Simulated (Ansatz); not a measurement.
# Calculations on AlNH₅

### Relaxation

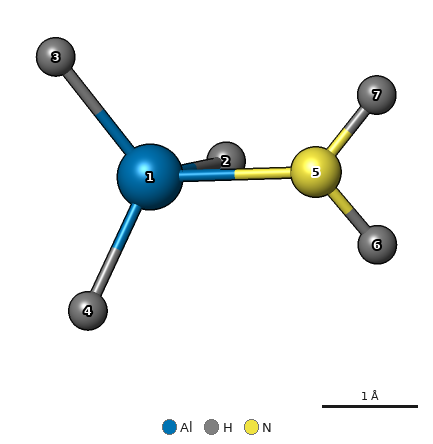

Starting structure of AlNH₅ (multiplicity 2). A ball-and-stick model, seen face on.

The run prepares an end point of a later path (reaction) calculation, from a guessed geometry.

Level of theory: UKS BHLYP-D4/def2-SVP (Ansatz 0.2.0).

The input:
```yaml
crystal:
  periodic: [false, false, false]
  atoms:
    - { symbol: Al, position_ang: [0.013864, -0.029451, 0.726091] }
    - { symbol: H, position_ang: [0.587376, -1.429532, 1.366625] }
    - { symbol: H, position_ang: [1.147531, 0.728213, -0.173085] }
    - { symbol: H, position_ang: [-1.430932, -0.026239, 0.053143] }
    - { symbol: "N", position_ang: [-0.139187, 0.372896, 2.530834] }
    - { symbol: H, position_ang: [-0.802359, -0.165446, 3.111191] }
    - { symbol: H, position_ang: [0.623707, 0.54956, 3.2052] }
magnetization:
  spin_polarized: true
  initial_magnetization: 1
basis:
  gaussian: { orbitals: def2-SVP }
hamiltonian:
  xc: { name: BHLYP }
  dispersion: d4
relax:
  f_tol: 0.03
  max_steps: 50
output:
  orbitals: {}
```

Launched with:
```bash
ansatz run input.yaml --threads 1 --pin off --max-ram 2048MiB --backend cpu --events-out ev --progress --plain --runs-dir out
```

### What does the optimiser find from here?

Over 4 geometry steps the energy falls by 3.93 kcal/mol. The largest force component goes from 2.3 to 0.019 eV/Å. The atom that moves furthest after the best rigid fit is H3 (0.18 Å). By element the largest moves are H 0.18 Å, Al 0.07 Å, N 0.05 Å. Some distances before and after: Al1–H3 1.633 → 1.579 Å, Al1–H2 1.643 → 1.687 Å, Al1–N5 1.855 → 1.898 Å, N5–H6 1.033 → 1.014 Å. Bond angles that change, for instance: H3–Al1–H4 113.3° → 123.0°, H6–N5–H7 101.3° → 109.2°, H3–Al1–N5 119.5° → 111.7°. Cost: 12 s on 1 thread of Arm Neoverse V2, on a shared host, peak memory 0.13 GiB.

The structure at the end:

```xyz
7

Al   -0.0104   -0.0012    0.6655
H     0.5226   -1.4219    1.4028
H     1.1584    0.8156   -0.0131
H    -1.4468   -0.1428    0.0246
N    -0.1088    0.3318    2.5318
H    -0.8337   -0.0752    3.1129
H     0.7187    0.4936    3.0954
```

The end point in the same view:

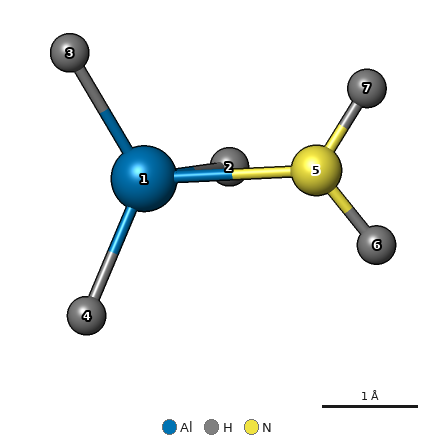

### Relaxation

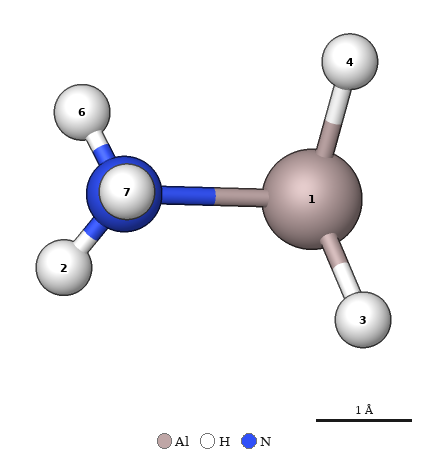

This is the input geometry for a relaxation of AlNH₅ (multiplicity 2). Style: ball-and-stick. Shown at a tilt.

The run prepares an end point of a later path (reaction) calculation, from a guessed geometry.

The calculation used UKS BHLYP-D4/def2-SVP in Ansatz 0.2.0.

Input
```yaml
crystal:
  periodic: [false, false, false]
  atoms:
    - { symbol: Al, position_ang: [-0.057174, -0.421311, 0.273056] }
    - { symbol: H, position_ang: [0.845427, -0.585965, 2.869855] }
    - { symbol: H, position_ang: [1.255329, 0.378439, -0.165218] }
    - { symbol: H, position_ang: [-1.462582, 0.326618, 0.113408] }
    - { symbol: "N", position_ang: [0.068568, -0.123561, 2.367101] }
    - { symbol: H, position_ang: [-0.792816, -0.442395, 2.795549] }
    - { symbol: H, position_ang: [0.143249, 0.868175, 2.566249] }
magnetization:
  spin_polarized: true
  initial_magnetization: 1
basis:
  gaussian: { orbitals: def2-SVP }
hamiltonian:
  xc: { name: BHLYP }
  dispersion: d4
relax:
  f_tol: 0.03
  max_steps: 50
output:
  orbitals: {}
```

Run as
```bash
ansatz run input.yaml --threads 1 --pin off --max-ram 2048MiB --backend cpu --events-out ev --progress --plain --runs-dir out
```

Q: Predict the outcome.

A: Over 2 geometry steps the energy falls by 0.019 eV. The largest force component goes from 0.64 to 0.029 eV/Å. The largest move after the best rigid fit is that of H2, 0.096 Å. By element the largest moves are H 0.096 Å, Al 0.033 Å, N 0.017 Å. Among the contacts that change: Al1–N5 2.119 → 2.090 Å, H2–N5 1.034 → 1.014 Å. Bond angles that change, for instance: Al1–N5–H2 117.5° → 112.7°, Al1–N5–H6 108.9° → 111.7°, H4–Al1–N5 94.9° → 97.2°. The run took 7.6 s on 1 thread of Arm Neoverse V2, with other jobs on the host, peak memory 0.13 GiB.

Final geometry:

```xyz
7

Al   -0.0738   -0.4193    0.3019
H     0.8638   -0.5665    2.7777
H     1.2677    0.3500   -0.1080
H    -1.4596    0.3463    0.0721
N     0.0523   -0.1185    2.3665
H    -0.7698   -0.4676    2.8473
H     0.1195    0.8756    2.5625
```

The end point in the same view:

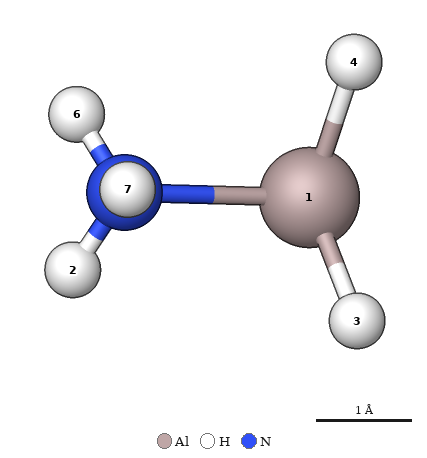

### Path

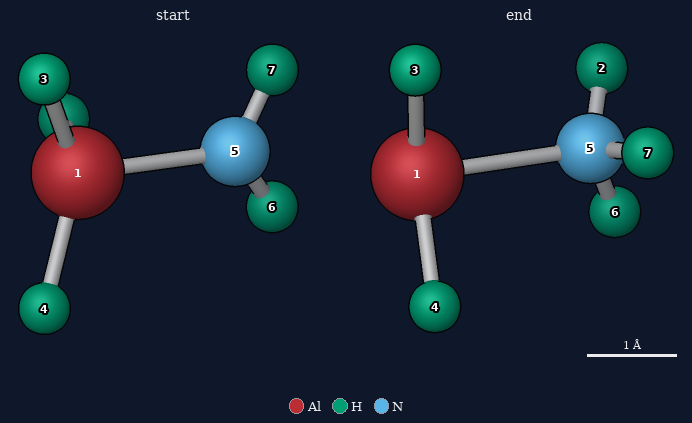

The two relaxed end points of a path for AlNH$_{5}$ (multiplicity 2). Style: ball-and-stick. Shown at a tilt.

Theory: UKS BHLYP-D4/def2-SVP in Ansatz 0.2.0.

Settings: 5 movable images; climbing image; force threshold 0.05 eV/Å; iteration limit 60.

Start:
```xyz
7

Al   -0.0104   -0.0025    0.6655
H     0.5206   -1.4228    1.4050
H     1.1596    0.8117   -0.0143
H    -1.4470   -0.1430    0.0248
N    -0.1084    0.3335    2.5313
H    -0.8338   -0.0717    3.1130
H     0.7194    0.4949    3.0947
```

End:
```xyz
7

Al   -0.2215   -0.1750    0.2617
H     0.8960   -0.8602    2.5665
H     1.1572    0.5298   -0.1410
H    -1.5302    0.7439    0.3099
N     0.1068   -0.2716    2.3238
H    -0.7058   -0.6259    2.8167
H     0.2976    0.6591    2.6823
```

### What barrier does the band find between them, and by what path?

Forward barrier 12.1 kcal/mol, backward barrier 31.0 kcal/mol, with image 1 at the top; the reaction energy is −18.9 kcal/mol. A hydrogen atom shifts from one atom to another. Breaking: Al1–H2 (1.69 → 1.78 at the top → 2.65 Å). Forming: H2–N5 (2.18 → 1.37 at the top → 1.01 Å). The band is converged. At the top, the vibrational analysis gives one imaginary mode (1557i cm⁻¹), as a transition state must have.

Energies of the converged images:

```csv
image,path (Å),E (kcal/mol)
0,0.00,0.0
1,0.70,12.1
2,1.16,-8.8
3,1.61,-16.9
4,2.07,-18.4
5,2.52,-18.7
6,2.98,-18.9
```

The geometry at the top of the path:

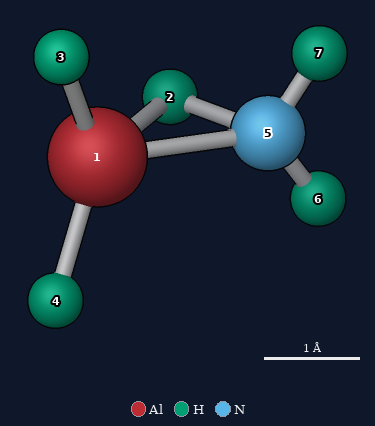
